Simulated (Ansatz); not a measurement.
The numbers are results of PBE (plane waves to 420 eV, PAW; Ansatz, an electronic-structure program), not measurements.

Host crystal: wurtzite ZnO, with a band gap (PBE, scalar-relativistic without spin-orbit coupling).

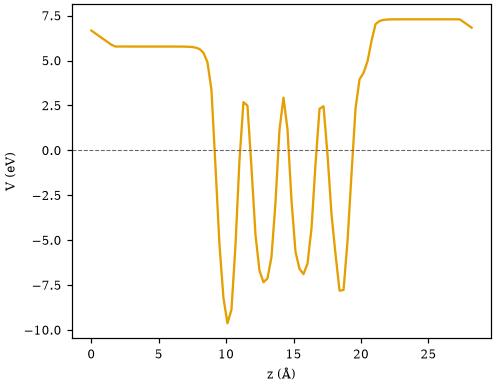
Fig. 1. Electrostatic potential energy of an electron, averaged over planes parallel to the surface, in eV from the Fermi level, for F on the 1x1 (10-10) surface of wurtzite ZnO (cut with top plane O + Zn), one in a 2x1 cell, started at the site 'bridge Zn-Zn (span 3.3 Å)'

Model: 33-atom slab, 9.4 Å thick at the start under the adsorbate (thin: gaps and levels are the slab's own), 3x4x1 mesh, Fermi-Dirac 0.01 eV, dipole correction, 16 atoms held, the rest relaxed; held to the start's symmetry, so lower structures may exist; spin-polarised, ending with about 0.5 μB a cell, a value that depends on the mesh; orders that need a larger cell were not tried, no spin-orbit, no U, no dispersion correction. The slab shows no gap over 0.04 eV on its mesh. At the end it is bonded to 2 Zn. In PBE it is, or lies within 0.03 eV of, the lowest of the starts that converged.

The surface cell has an area of 34.72 Å². What dipole along the normal does the step between the two vacuum levels imply?

the top vacuum level lies 1.52 eV above the bottom one; p = −ε₀ A ΔV (ε₀ = 0.005526 e/(V·Å)) gives -0.29 e·Å a cell.
